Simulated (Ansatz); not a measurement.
CaIrC4N4

The calculation's input:

```
crystal:
  lattice:
    - [6.5486384796, 0.0, 0.0]
    - [0.0, 6.5486384796, 0.0]
    - [0.0, 0.0, 6.5486384796]
  atoms:
    - { symbol: Ca, position: [0.0, 0.0, 0.0] }
    - { symbol: Ir, position: [0.5, 0.5, 0.5], spin: 1.39 }
    - { symbol: C, position: [0.2193640114, 0.2193640114, 0.2193640114] }
    - { symbol: C, position: [0.2193640114, 0.7806359886, 0.7806359886] }
    - { symbol: C, position: [0.7806359886, 0.2193640114, 0.7806359886] }
    - { symbol: C, position: [0.7806359886, 0.7806359886, 0.2193640114] }
    - { symbol: "N", position: [0.322915913, 0.322915913, 0.322915913] }
    - { symbol: "N", position: [0.322915913, 0.677084087, 0.677084087] }
    - { symbol: "N", position: [0.677084087, 0.322915913, 0.677084087] }
    - { symbol: "N", position: [0.677084087, 0.677084087, 0.322915913] }
basis:
  ecutwfc: 420
kpoints:
  mp_grid: { grid: [4, 4, 4] }
hamiltonian:
  xc: pbe
scf:
  occupations: { method: gaussian, width: 0.02 }
output:
  forces: true
  stress: true
  eigenvalues: true
  populations: true
  write_density: true
  write_potential: true
  elf: true
  volumetric_format: npy
magnetization:
  spin_polarized: true
relax:
  adjacent_minimum: "off"
  f_tol: 0.01
  max_steps: 80
  cell: { stress_tol: 0.05 }
```

Launched as:

```sh
ansatz run input.yaml --threads 1 --pin off --max-ram 2560MiB --backend cpu --events-out ev --progress --plain --runs-dir out
```

Below, planes, directions and counts refer to the conventional cell (a = 6.56 Å, b = 6.56 Å, c = 6.56 Å, α = 90.00°, β = 90.00°, γ = 90.00°).

The fields are those of the run's last geometry, not of the input's.

Space group P-43m; a structure generated by program, which may or may not match a known phase; spin-polarised.

All numbers below come from DFT PBE, scalar-relativistic, plane waves, PAW in Ansatz 0.2.0.

Question: What will maps of the valence pseudo-density, electron localisation function and spin density show?

Answer: C–N (1.17 Å): the density is about 3.4 e/Å³ at the midpoint; the ELF peaks at about 0.85 between the atoms (inside overlapping PAW spheres, so only a guide); a multiple bond.
Ir–N (2.01 Å): ρ at the midpoint is about 0.93 e/Å³; the ELF peaks at about 0.85 in the valence shell of N, 0.6 Å from its nucleus, and drops to about 0.20 between the two atoms.
Ca–C (2.50 Å): the density is about 0.26 e/Å³ at the midpoint; the ELF peaks at about 1 in the valence shell of C, 0.7 Å from its nucleus, and is about 0.20 at the midpoint: no localised pair shows between them.
The spin density sits on Ir: +1.3 μB in one cell of 10 atoms: parallel main moments, as they must be, since the calculation's own cell holds one magnetic site. The cell of the calculation (10 atoms) carries 3.0 μB of net spin moment.

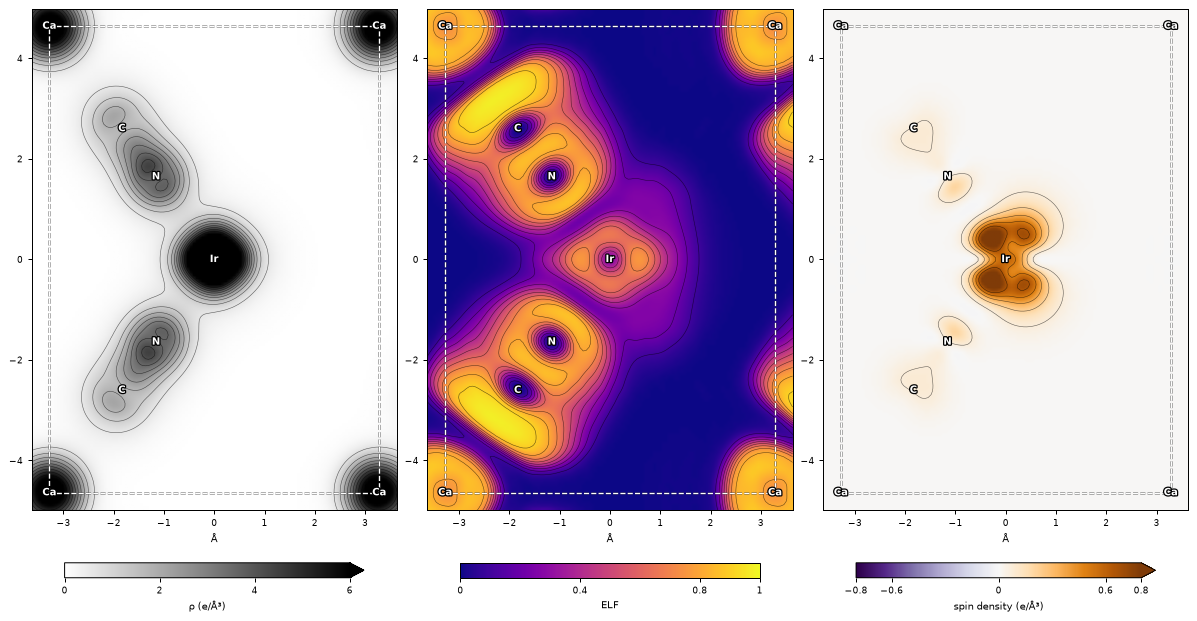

Computed valence pseudo-density, electron localisation function and spin density on the (101̄) plane of the conventional cell, in this order. 

In a PAW calculation such maps are meaningful between the atoms, not at the nuclei.
